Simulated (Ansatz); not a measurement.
**BFH$_{2}$Si (SMILES FB=[SiH2]): density, localisation and related maps**

Input file:

```
crystal:
  periodic: [false, false, false]
  atoms:
    - {symbol: B, position_ang: [-2.171290, 1.023607, -0.292042]}
    - {symbol: F, position_ang: [-2.972503, 1.970235, -0.582520]}
    - {symbol: Si, position_ang: [-1.009731, -0.177718, 0.683046]}
    - {symbol: H, position_ang: [-1.673289, -1.430015, 0.161378]}
    - {symbol: H, position_ang: [0.148600, -0.021404, -0.273264]}
basis:
  gaussian:
    orbitals: def2-TZVPD
hamiltonian:
  xc: {name: PBE0}
output: {forces: true, orbitals: {seedname: orbitals}}
```

Run with:

```sh
ansatz run input.yaml --threads 1 --pin off --max-ram 2610MiB --events-out events.jsonl --progress --plain --runs-dir runs
```

Geometry: B3LYP/6-31G*.

The calculation used Ansatz 0.2.0, isolated molecule in a Gaussian basis; Kohn-Sham density functional theory, functional PBE0.

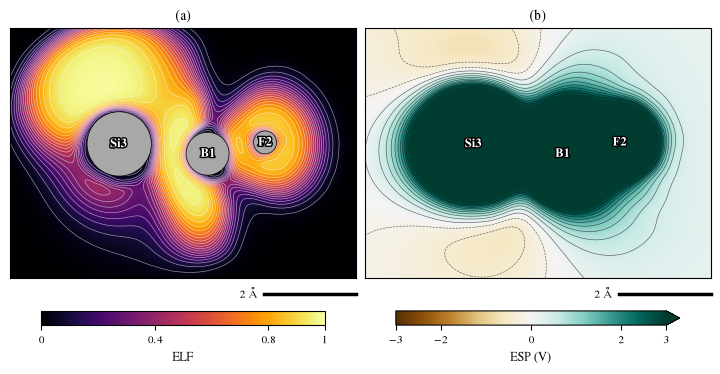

Figure 1. (a) electron localisation function; (b) molecular electrostatic potential on the plane of atoms F2, B1 and Si3. Grey discs cover the atomic cores in the ELF map.

Interpret the plot.

Answer. Atoms in the plane: B, F and Si. B–F (1.27 Å): the ELF peaks at about 0.85 between the atoms, as expected for a short, strongly polar bond. Si–B (1.93 Å): the ELF peaks at about 0.95 between the atoms; a covalent bond. The ELF also peaks beside B1, F2 and Si3, away from the bonds: lone-pair regions. Outside the dense part of the molecule the potential is most negative (−0.7 V) near H5, which lies off the plane.

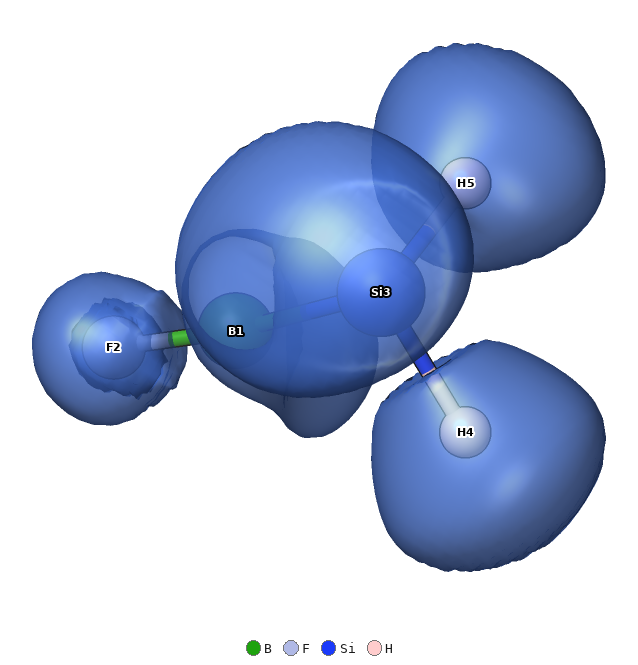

Figure 2. Isosurface of the ELF at 0.8 (blue), seen at a tilt. Only the valence region is drawn (cores and ρ < 0.01 e/Å³ removed).

Where are the electrons localised?

Answer. The ELF exceeds this value in two regions around hydrogen nuclei, one region on F in which the atom's valence shell and bonds are merged and one joined region spread over several atoms (B, Si), in which their bonds and any lone pairs are merged.

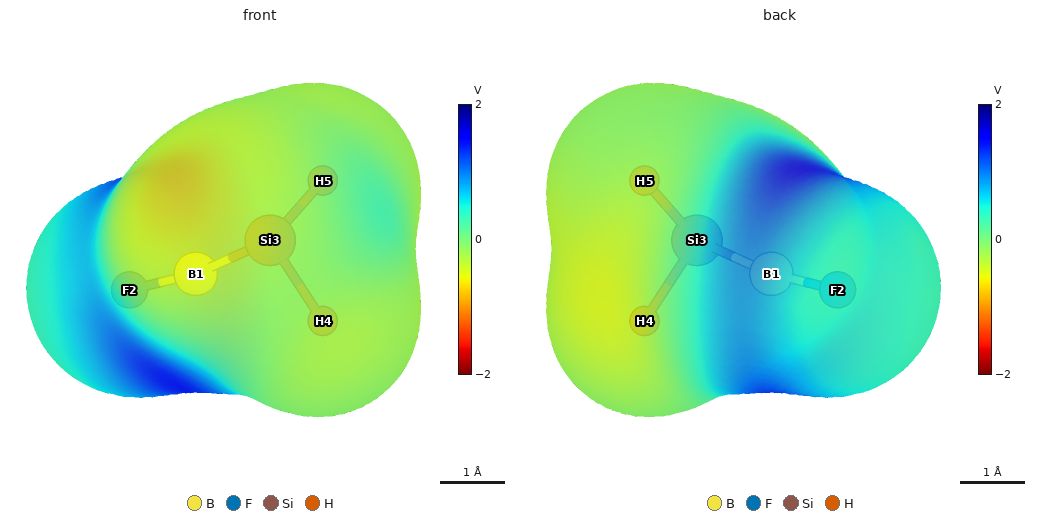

Figure 3. The electrostatic potential painted on the density surface at 0.001 e/bohr³, seen from the front and from behind; red is negative and blue positive.

Describe the electrostatic potential map.

Answer. The most negative region (about −0.6 V) lies over H4, the most positive (about +1.5 V) over B1.

What dipole moment does the calculation give?

Answer. Its dipole moment is 1.58 D.

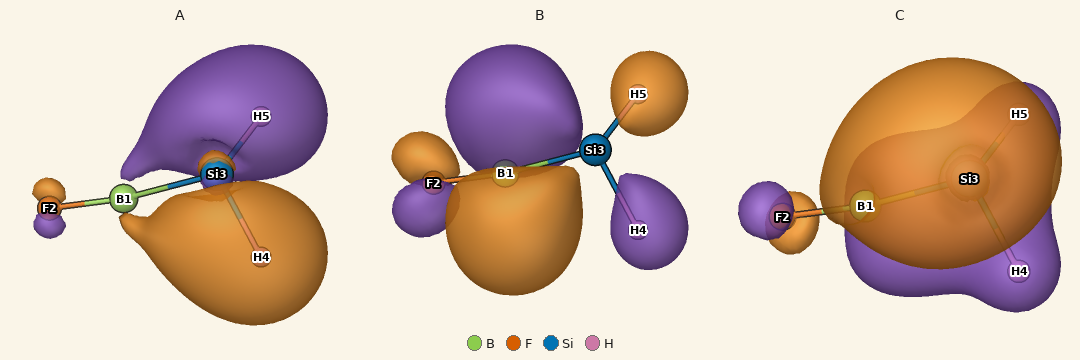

Figure 4. Three frontier orbitals at ±0.1 Å⁻³ᐟ² (orange and purple are the two phases), in no order.

Which picture is the HOMO−1, the HOMO and the LUMO?

Answer. A is the HOMO−1 (−9.48 eV). It lies mainly on Si3 (about 40 %), H4 (about 25 %) and H5 (about 25 %). C is the HOMO (−6.37 eV). It lies mainly on Si3 (about 65 %) and B1 (about 20 %). B is the LUMO (−1.96 eV). By Hirshfeld shares it lies mainly on B1 (about 60 %), Si3 (about 20 %) and F2 (about 10 %).

What is the HOMO–LUMO gap?

Answer. 4.41 eV between the orbital energies.
